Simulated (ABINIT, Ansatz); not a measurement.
# A GW chain in ABINIT: SiC (P6_3mc), part 2 of 3

How does a plane-wave GW calculation on SiC (P6_3mc) run from the first input to the gap?

ABINIT 10.8.3; PBE and many-body steps on it, plane waves. Known limits of the many-body steps: not at the basis limit.

So far. Step 2 (Ground state): The gap is indirect, with the least direct gap 1.71 eV higher.

## Step 3: Bands along the symmetry lines

Level of this step: DFT, PBE, plane waves, norm-conserving pseudopotentials (ABINIT).

The cheap functional maps the bands first; the places of the edges decide which points the dearer methods must see.

File run.abi:

```
acell 3*1.0 Angstrom
rprim 
  3.073513928196 0.000000000001 0.000000000000
  -1.536756964099 2.661741140703 0.000000000000
  0.000000000000 0.000000000000 5.045247710000
ntypat 2
znucl 14 6
natom 4
typat 1 1 2 2
xred 
  0.333333333333 0.666666666667 0.499602400000
  0.666666666667 0.333333333333 0.999602400000
  0.333333333333 0.666666666667 0.875397600000
  0.666666666667 0.333333333333 0.375397600000
pp_dirpath "pseudos"
pseudos "Si.upf, C.upf"
ecut 37
iscf -2
irdden 1
kptopt 0
nkpt 75
kpt 
  0.00000000 0.00000000 0.00000000
  0.06250000 0.00000000 0.00000000
  0.12500000 0.00000000 0.00000000
  0.18750000 0.00000000 0.00000000
  0.25000000 0.00000000 0.00000000
  0.31250000 0.00000000 0.00000000
  0.37500000 0.00000000 0.00000000
  0.43750000 0.00000000 0.00000000
  0.50000000 0.00000000 0.00000000
  0.47916667 0.04166667 0.00000000
  0.45833333 0.08333333 0.00000000
  0.43750000 0.12500000 0.00000000
  0.41666666 0.16666666 0.00000000
  0.39583333 0.20833333 0.00000000
  0.37500000 0.25000000 0.00000000
  0.35416666 0.29166666 0.00000000
  0.33333333 0.33333333 0.00000000
  0.29166666 0.29166666 0.00000000
  0.25000000 0.25000000 0.00000000
  0.20833333 0.20833333 0.00000000
  0.16666666 0.16666666 0.00000000
  0.12500000 0.12500000 0.00000000
  0.08333333 0.08333333 0.00000000
  0.04166667 0.04166667 0.00000000
  0.00000000 0.00000000 0.00000000
  0.00000000 0.00000000 0.06250000
  0.00000000 0.00000000 0.12500000
  0.00000000 0.00000000 0.18750000
  0.00000000 0.00000000 0.25000000
  0.00000000 0.00000000 0.31250000
  0.00000000 0.00000000 0.37500000
  0.00000000 0.00000000 0.43750000
  0.00000000 0.00000000 0.50000000
  0.06250000 0.00000000 0.50000000
  0.12500000 0.00000000 0.50000000
  0.18750000 0.00000000 0.50000000
  0.25000000 0.00000000 0.50000000
  0.31250000 0.00000000 0.50000000
  0.37500000 0.00000000 0.50000000
  0.43750000 0.00000000 0.50000000
  0.50000000 0.00000000 0.50000000
  0.47916667 0.04166667 0.50000000
  0.45833333 0.08333333 0.50000000
  0.43750000 0.12500000 0.50000000
  0.41666666 0.16666666 0.50000000
  0.39583333 0.20833333 0.50000000
  0.37500000 0.25000000 0.50000000
  0.35416666 0.29166666 0.50000000
  0.33333333 0.33333333 0.50000000
  0.29166666 0.29166666 0.50000000
  0.25000000 0.25000000 0.50000000
  0.20833333 0.20833333 0.50000000
  0.16666666 0.16666666 0.50000000
  0.12500000 0.12500000 0.50000000
  0.08333333 0.08333333 0.50000000
  0.04166667 0.04166667 0.50000000
  0.00000000 0.00000000 0.50000000
  0.50000000 0.00000000 0.50000000
  0.50000000 0.00000000 0.43750000
  0.50000000 0.00000000 0.37500000
  0.50000000 0.00000000 0.31250000
  0.50000000 0.00000000 0.25000000
  0.50000000 0.00000000 0.18750000
  0.50000000 0.00000000 0.12500000
  0.50000000 0.00000000 0.06250000
  0.50000000 -0.00000000 0.00000000
  0.33333333 0.33333333 0.50000000
  0.33333333 0.33333333 0.43750000
  0.33333333 0.33333333 0.37500000
  0.33333333 0.33333333 0.31250000
  0.33333333 0.33333333 0.25000000
  0.33333333 0.33333333 0.18750000
  0.33333333 0.33333333 0.12500000
  0.33333333 0.33333333 0.06250000
  0.33333333 0.33333333 0.00000000
istwfk *1
nband 15
nbdbuf 2
tolwfr 1e-08
nstep 40
prtwf 0
prtvol 0
indata_prefix "in"
outdata_prefix "out"
tmpdata_prefix "tmp"
```

The run is started by

```bash
OMP_NUM_THREADS=1 mpirun -n 8 abinit run.abi > log
```

Numbers of over 12 decimals in the logs are rounded to 6 here.

Output:

```text
.Version 10.8.3 of ABINIT. v10.8.2 released Aug 2026.

 Symmetries : space group P6_3 m c (#186); Bravais hP (primitive hexag.)
[... echo of the input left out ...]
== DATASET  1 ==================================================================
-   mpi_nproc: 8, omp_nthreads: 1 (-1 if OMP is not activated)

--- !DatasetInfo
iteration_state: {dtset: 1, }
dimensions: {natom: 4, nkpt: 75, mband: 15, nsppol: 1, nspinor: 1, nspden: 1, mpw: 3024, }
cutoff_energies: {ecut:  37.0, pawecutdg:  -1.0, }
electrons: {nelect:   1.60000000E+01, charge:   0.00000000E+00, occopt:   1.00000000E+00, tsmear:   1.00000000E-02, }

 Real(R)+Recip(G) space primitive vectors, cartesian coordinates (Bohr,Bohr^-1):
 R(1)=  5.8080996  0.0000000  0.0000000  G(1)=  0.1721734  0.0994043  0.0000000
 R(2)= -2.9040498  5.0299618  0.0000000  G(2)=  0.0000000  0.1988087  0.0000000
 R(3)=  0.0000000  0.0000000  9.5341364  G(3)=  0.0000000  0.0000000  0.1048863
 Unit cell volume ucvol=  2.7853521E+02 bohr^3
 Angles (23,13,12)=  9.00000000E+01  9.00000000E+01  1.20000000E+02 degrees

 getcut: wavevector=  0.0000  0.0000  0.0000  ngfft=  32  32  54
         ecut(hartree)=     37.000   => boxcut(ratio)=   2.01210

--- Pseudopotential description ------------------------------------------------
- Si Generated using ONCVPSP code by D. R. Hamann
- 14.00000   4.00000  171031                  znucl, zion, pspdat
12 -101130 2 -1 1510                          pspcod,pspxc,lmax,lloc,mmax
     nproj     2     2     2
  pspatm : epsatm=    9.34321561
         --- l  ekb(1:nproj) -->
             0    5.168965    0.829883
             1    2.571282    0.578307
             2   -2.427311   -0.488097
 pspatm: atomic psp has been read  and splines computed

- C Generated using ONCVPSP code by D. R. Hamann
-  6.00000   4.00000  171031                  znucl, zion, pspdat
12 -101130 1 -1 1248                          pspcod,pspxc,lmax,lloc,mmax
     nproj     2     2     0
  pspatm : epsatm=    4.31346680
         --- l  ekb(1:nproj) -->
[...]
pspatm: atomic psp has been read  and splines computed

--------------------------------------------------------------------------------

================================================================================
 prteigrs : about to open file out_EIG
 Non-SCF case, kpt    1 (  0.00000  0.00000  0.00000), residuals and eigenvalues=
  2.52E-09  6.76E-09  9.65E-09  2.15E-09  7.33E-09  4.75E-09  2.52E-09  8.15E-09
  4.37E-09  5.05E-09  2.54E-09  5.69E-09  6.22E-09  7.21E-09  7.81E-09
 -3.1539E-01 -1.8408E-01 -6.2808E-02  2.0921E-01  2.0921E-01  2.5351E-01
  2.5768E-01  2.5768E-01  4.3483E-01  4.8624E-01  5.0324E-01  5.0324E-01
[...]
Non-SCF case, kpt    2 (  0.06250  0.00000  0.00000), residuals and eigenvalues=
  2.65E-09  2.22E-09  3.24E-09  5.88E-09  4.61E-09  4.15E-09  9.65E-09  8.02E-09
[...]
Non-SCF case, kpt   74 (  0.33333  0.33333  0.06250), residuals and eigenvalues=
[...]
Non-SCF case, kpt   75 (  0.33333  0.33333  0.00000), residuals and eigenvalues=
[...]
-1.4978E-01 -1.4978E-01  9.4070E-03  2.7314E-02  2.7314E-02  1.0872E-01
  1.0872E-01  1.1650E-01  3.4129E-01  5.5836E-01  5.8348E-01  5.8348E-01
[...]
--- !ResultsGS
iteration_state: {dtset: 1, }
comment   : Summary of ground state results
lattice_vectors:
- [  5.8080996,   0.0000000,   0.0000000, ]
- [ -2.9040498,   5.0299618,   0.0000000, ]
- [  0.0000000,   0.0000000,   9.5341364, ]
lattice_lengths: [   5.80810,    5.80810,    9.53414, ]
lattice_angles: [ 90.000,  90.000, 120.000, ] # degrees, (23, 13, 12)
lattice_volume:   2.7853521E+02
convergence: {deltae:  0.000E+00, res2:  0.000E+00, residm:  9.976E-09, diffor:  0.000E+00, }
etotal    :  -2.05387368E+01
entropy   :   0.00000000E+00
fermie    :   2.57677472E-01
cartesian_stress_tensor: null
pressure_GPa: null
xred      :
- [  3.3333E-01,   6.6667E-01,   4.9960E-01, Si]
- [  6.6667E-01,   3.3333E-01,   9.9960E-01, Si]
- [  3.3333E-01,   6.6667E-01,   8.7540E-01,  C]
- [  6.6667E-01,   3.3333E-01,   3.7540E-01,  C]
cartesian_forces: null
force_length_stats: {min: null, max: null, mean: null, }

 Integrated electronic density in atomic spheres:
 ------------------------------------------------
 Atom  Sphere_radius  Integrated_density
[...]
================================================================================

 ----iterations are completed or convergence reached----

 Mean square residual over all n,k,spin=   52.777E-10; max=  99.759E-10
 reduced coordinates (array xred) for    4 atoms
[...]
0.333333333333      0.666666666667      0.875397600000
       0.666666666667      0.333333333333      0.375397600000

 cartesian coordinates (angstrom) at end:
    1     -6.7e-13     1.774494     2.520618
    2      1.536757     0.887247     5.043242
    3     -6.7e-13     1.774494     4.416598
    4      1.536757     0.887247     1.893974
 length scales=  1.889726125908  1.889726125908  1.889726125908 bohr
              =  1.000000000000  1.000000000000  1.000000000000 angstroms
 prteigrs : about to open file out_EIG
 Eigenvalues (hartree) for nkpt=  75  k points:
 kpt#   1, nband= 15, wtk=  1.00000, kpt=  0.0000  0.0000  0.0000 (reduced coord)
[...]
kpt#   2, nband= 15, wtk=  1.00000, kpt=  0.0625  0.0000  0.0000 (reduced coord)
[...]
kpt#   3, nband= 15, wtk=  1.00000, kpt=  0.1250  0.0000  0.0000 (reduced coord)
[...]
kpt#  74, nband= 15, wtk=  1.00000, kpt=  0.3333  0.3333  0.0625 (reduced coord)
  -0.14943   -0.14943    0.01007    0.02395    0.02395    0.11297    0.11297    0.11460
   0.34448    0.55781    0.57151    0.57151    0.61901    0.61901    0.68683
 kpt#  75, nband= 15, wtk=  1.00000, kpt=  0.3333  0.3333  0.0000 (reduced coord)
  -0.14978   -0.14978    0.00941    0.02731    0.02731    0.10872    0.10872    0.11650
   0.34129    0.55836    0.58348    0.58348    0.61314    0.61314    0.68177

== END DATASET(S) ==============================================================
================================================================================

 -outvars: echo values of variables after computation  --------
            nband          15
             nkpt          75
          spgroup         186
 [... the other variables as echoed above ...]

 Calculation completed.
```

Wall time 6.3 s (8 MPI ranks of Arm Neoverse V2, shared host); peak memory 0.52 GiB; 50 s of CPU time.

Numbers from this step:

| Item | Value |
| --- | --- |
| gap | 2.275 eV |
| k of the valence top | 0, 0, 0 |
| k of the conduction bottom | 0.3333, 0.3333, 0 |
| least direct gap | 3.985 eV |

The gap is 2.275 eV, as in the run before at this level.

The electronic bands at the labelled points (eV, zero at the top of the highest filled band; v1 is the highest filled band, c1 the lowest empty one):

```
    point     v4     v3     v2     v1    c1    c2    c3    c4
        Γ  -1.32  -0.11   0.00   0.00  4.82  6.22  6.68  6.68
        M  -5.45  -3.33  -3.30  -1.20  2.79  4.23  6.90  7.14
        K  -6.27  -4.05  -4.05  -3.84  2.28  8.18  8.87  8.87
        Γ  -1.32  -0.11   0.00   0.00  4.82  6.22  6.68  6.68
        A  -0.71  -0.71  -0.71  -0.71  5.91  5.91  7.37  7.37
        L  -2.45  -2.45  -2.34  -2.34  3.29  3.29  5.27  5.27
        H  -5.66  -5.66  -1.74  -1.74  5.08  5.08  6.02  6.02
        A  -0.71  -0.71  -0.71  -0.71  5.91  5.91  7.37  7.37
jump to L  -2.45  -2.45  -2.34  -2.34  3.29  3.29  5.27  5.27
        M  -5.45  -3.33  -3.30  -1.20  2.79  4.23  6.90  7.14
jump to H  -5.66  -5.66  -1.74  -1.74  5.08  5.08  6.02  6.02
        K  -6.27  -4.05  -4.05  -3.84  2.28  8.18  8.87  8.87
```

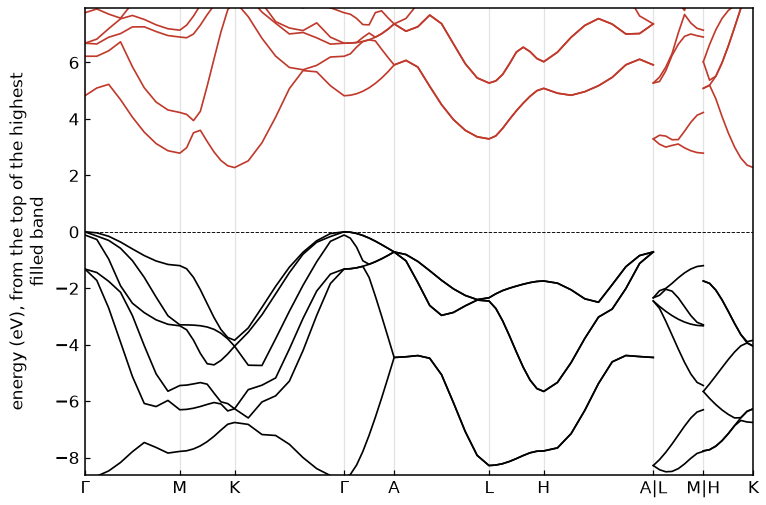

Electronic bands along the path; lines of filled and empty bands in two colours.

## Step 4: Empty states on the mesh, 6×6×4 mesh, 127 bands

The sums over transitions need many empty states on a uniform mesh; this step solves for them.

File run.abi:

```
acell 3*1.0 Angstrom
rprim 
  3.073513928196 0.000000000001 0.000000000000
  -1.536756964099 2.661741140703 0.000000000000
  0.000000000000 0.000000000000 5.045247710000
ntypat 2
znucl 14 6
natom 4
typat 1 1 2 2
xred 
  0.333333333333 0.666666666667 0.499602400000
  0.666666666667 0.333333333333 0.999602400000
  0.333333333333 0.666666666667 0.875397600000
  0.666666666667 0.333333333333 0.375397600000
pp_dirpath "pseudos"
pseudos "Si.upf, C.upf"
ecut 37
ngkpt 6 6 4
nshiftk 1
shiftk 0 0 0
kptopt 1
chksymbreak 0
irdden 1
istwfk *1
nband 127
prtvol 0
optdriver 6
gwr_task "HDIAGO"
paral_kgb 0
occopt 1
indata_prefix "in"
outdata_prefix "out"
tmpdata_prefix "tmp"
```

Output:

```text
[banner, memory and clock lines left out]
.Version 10.8.3 of ABINIT. v10.8.2 released Aug 2026.

 Symmetries : space group P6_3 m c (#186); Bravais hP (primitive hexag.)
[... echo of the input left out ...]
== DATASET  1 ==================================================================
-   mpi_nproc: 8, omp_nthreads: 1 (-1 if OMP is not activated)

--- !DatasetInfo
iteration_state: {dtset: 1, }
dimensions: {natom: 4, nkpt: 21, mband: 127, nsppol: 1, nspinor: 1, nspden: 1, mpw: 3015, }
cutoff_energies: {ecut:  37.0, pawecutdg:  -1.0, }
electrons: {nelect:   1.60000000E+01, charge:   0.00000000E+00, occopt:   1.00000000E+00, tsmear:   1.00000000E-02, }

.Using double precision arithmetic; gwpc =  8

- Reading GS density from: in_DEN

--- Pseudopotential description ------------------------------------------------
- Si Generated using ONCVPSP code by D. R. Hamann
- 14.00000   4.00000  171031                  znucl, zion, pspdat
12 -101130 2 -1 1510                          pspcod,pspxc,lmax,lloc,mmax
     nproj     2     2     2
  pspatm : epsatm=    9.34321561
         --- l  ekb(1:nproj) -->
             0    5.168965    0.829883
             1    2.571282    0.578307
             2   -2.427311   -0.488097
 pspatm: atomic psp has been read  and splines computed

- C Generated using ONCVPSP code by D. R. Hamann
-  6.00000   4.00000  171031                  znucl, zion, pspdat
12 -101130 1 -1 1248                          pspcod,pspxc,lmax,lloc,mmax
     nproj     2     2     0
  pspatm : epsatm=    4.31346680
         --- l  ekb(1:nproj) -->
             0    6.481548    0.385504
             1   -4.199961   -0.877517
 pspatm: atomic psp has been read  and splines computed

   4.37013837E+02                                ecore*ucvol(ha*bohr**3)

 Total charge density [el/Bohr^3]
)     Maximum=    2.8030E-01  at reduced coord.    0.4063    0.7813    0.9074
)     Minimum=    1.9153E-03  at reduced coord.    0.6563    0.3125    0.0000
   Integrated=    1.6000E+01

 === KS gaps after direct diagonalization ===
 Indirect band gap semiconductor
 Fundamental gap:     2.275 (eV)
   VBM:     7.012 (eV) at k: [ 0.0000E+00,  0.0000E+00,  0.0000E+00]
   CBM:     9.287 (eV) at k: [ 3.3333E-01,  3.3333E-01,  0.0000E+00]
 Direct gap:         3.985 (eV) at k: [ 5.0000E-01,  0.0000E+00,  0.0000E+00]

== END DATASET(S) ==============================================================

 -outvars: echo values of variables after computation  --------
           etotal      0.0000000000E+00
            nband         127
             nkpt          21
          spgroup         186
 [... the other variables as echoed above ...]

 Calculation completed.
```

It took 47 s on 8 MPI ranks; peak memory 4.3 GiB; 6.3 min of CPU time.

This step gave:

- gap: 2.275 eV
- k of the valence top: 0, 0, 0
- k of the conduction bottom: 0.3333, 0.3333, 0
- least direct gap: 3.985 eV
- k points computed: 21
- lowest point of the top converged band, above the valence top: 96.1246 eV

On this mesh the gap is 2.275 eV.

## Step 5: Screening, 6×6×4 mesh, 119 bands, screening to 179.6 eV

The RPA dielectric matrix is built and inverted for each q.

This step: RPA screening on PBE, plane waves, norm-conserving pseudopotentials.

Changes to run.abi since step 4:

```diff
@@ -22,10 +22,11 @@
 chksymbreak 0
-irdden 1
 istwfk *1
-nband 127
-prtvol 0
-optdriver 6
-gwr_task "HDIAGO"
-paral_kgb 0
 occopt 1
+irdwfk 1
+optdriver 3
+nband 119
+ecuteps 6.6
+inclvkb 2
+awtr 1
+symchi 1
 indata_prefix "in"
```

Output:

```text
.Version 10.8.3 of ABINIT. v10.8.2 released Aug 2026.

 Symmetries : space group P6_3 m c (#186); Bravais hP (primitive hexag.)
[... echo of the input left out ...]
== DATASET  1 ==================================================================
-   mpi_nproc: 8, omp_nthreads: 1 (-1 if OMP is not activated)

--- !DatasetInfo
iteration_state: {dtset: 1, }
dimensions: {natom: 4, nkpt: 21, mband: 119, nsppol: 1, nspinor: 1, nspden: 1, mpw: 3015, }
cutoff_energies: {ecut:  37.0, pawecutdg:  -1.0, }
electrons: {nelect:   1.60000000E+01, charge:   0.00000000E+00, occopt:   1.00000000E+00, tsmear:   1.00000000E-02, }

 SCREENING: Calculation of the susceptibility and dielectric matrices

 Based on a program developped by R.W. Godby, V. Olevano, G. Onida, and L. Reining.
 Incorporated in ABINIT by V. Olevano, G.-M. Rignanese, and M. Torrent.
.Using double precision arithmetic ; gwpc =  8

[... cell and pseudopotentials left out ...]
--------------------------------------------------------------------------------

 ==== K-mesh for the wavefunctions ====
 Number of points in the irreducible wedge :    21
[... list of points left out ...]
 Together with 12 symmetry operations and time-reversal symmetry
 yields   144 points in the full Brillouin Zone.

 ==== Q-mesh for the screening function ====
 Number of points in the irreducible wedge :    21
[... list of points left out ...]
 Together with 12 symmetry operations and time-reversal symmetry
 yields   144 points in the full Brillouin Zone.

 setmesh: FFT mesh size selected  =    20x   20x   40
          total number of points  =        16000

 vcoul_init : cutoff-mode = AUXILIARY_FUNCTION
 q-points for optical limit:   1
     1)      0.000010    0.000020    0.000030

- screening: taking advantage of time-reversal symmetry
- Maximum band index for partially occupied states nbvw = 8
- Remaining bands to be divided among processors   nbcw = 111
- Number of bands treated by each node ~13

 Number of electrons calculated from density =   16.0000; Expected =   16.0000
 average of density, n =  0.057443
 r_s =    1.6078
 omega_plasma =   23.1193 [eV]

 calculating chi0 at frequencies [eV] :
  1    0.000000E+00    0.000000E+00
  2    0.000000E+00    2.311935E+01

--------------------------------------------------------------------------------
  q-point number  1        q = ( 0.000000, 0.000000, 0.000000) [r.l.u.]
--------------------------------------------------------------------------------
[... chi0 elements left out ...]
 For q-point:  0.000010 0.000020 0.000030
  dielectric constant =   6.8531
  dielectric constant without local fields =   7.5080

  Average fulfillment of the sum rule on Im[epsilon] for q-point    1 :     86.49  [%]
[... wings left out ...]
  q-point number  2        q = ( 0.166667, 0.000000, 0.000000) [r.l.u.]
--------------------------------------------------------------------------------
[... chi0 elements left out ...]
  Average fulfillment of the sum rule on Im[epsilon] for q-point    2 :     92.31  [%]

 [... 19 further q-points ...]
```

Run time: 50 s. Hardware: 8 MPI ranks; peak memory 1.8 GiB; 6.7 min of CPU time.

Numbers from this step:

| Item | Value |
| --- | --- |
| ε∞ with local fields, on this mesh, along the program's q direction | 6.853 |
| the same without local fields | 7.508 |
| plasma frequency | 23.12 eV |
| plane waves in the screening matrix | 245 |

Local fields lower ε∞ by 9 %.

(Continued in part 3 of 3.)

[Paths, hosts, dates, memory and timing lines, banners, echoed tables and standing remarks are left out of the program output.]

[Logs are printed without paths, hosts, clocks, repeated set-up lines and the standing remarks that a program may print on its own settings, such as how far it seeks lower states.]

[Runs of the session that timed out or met a known fault of the program may be left out.]

[Hosts, paths, dates, database ids (printed as entryN), source tags and the programs' standing remarks are cut or masked in the printed files.]

[G0W0 gaps are taken among the corrected bands and points alone; a level outside them can change the order at an edge.]

[Where Ansatz stands beside ABINIT at settings called matched, ABINIT's density can come from a denser mesh and the files from another edition; pairs whose starting gaps differed by over 0.03 eV were left out, so agreement reads better than it is.]
